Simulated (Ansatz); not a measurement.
Input file:

```
crystal:
  periodic: [false, false, false]
  atoms:
    - { symbol: Si, position_ang: [0.051765, -0.010092, 0.229171] }
    - { symbol: H, position_ang: [0.1383, -0.064215, 1.679426] }
    - { symbol: Cl, position_ang: [2.122808, 0.060333, -0.006458] }
    - { symbol: O, position_ang: [-0.655797, 1.318476, -0.425753] }
    - { symbol: H, position_ang: [-1.496784, 1.162765, -0.86326] }
    - { symbol: Cl, position_ang: [-0.776792, -1.694367, -0.593226] }
basis:
  gaussian: { orbitals: def2-SVP }
hamiltonian:
  xc: pbe0
  dispersion: d4
relax:
  f_tol: 0.03
  max_steps: 50
output:
  orbitals: {}
```

Command:

```sh
ansatz run input.yaml --threads 1 --pin off --max-ram 2048MiB --backend cpu --events-out ev --progress --plain --runs-dir out
```

The fields are those of the run's last geometry, not of the input's.

Theory: RKS PBE0-D4/def2-SVP in Ansatz.

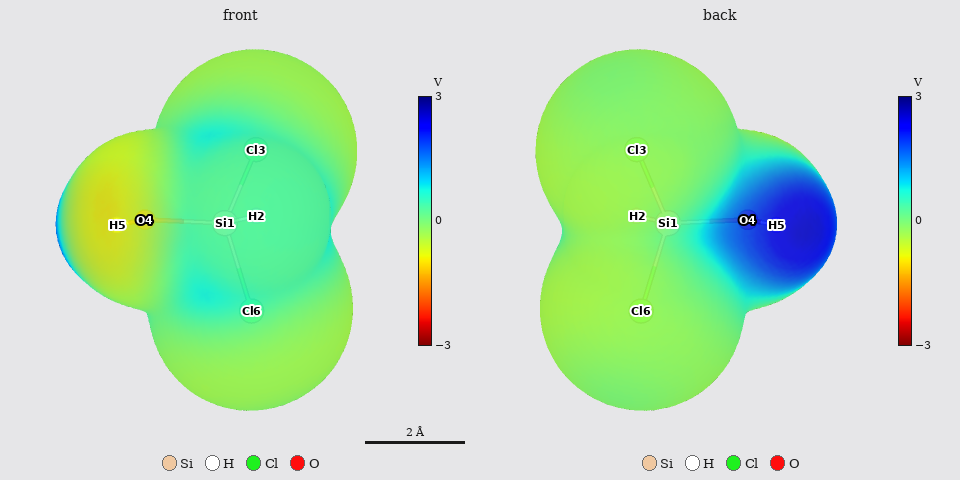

Cl2H2OSi. The electrostatic potential painted on the density surface at 0.001 e/bohr³, seen from the front and from behind; red is negative and blue positive.

Question: Describe the electrostatic potential map.

Answer: The most negative region (about −0.9 V) lies over O4, the most positive (about +2.4 V) over H5.
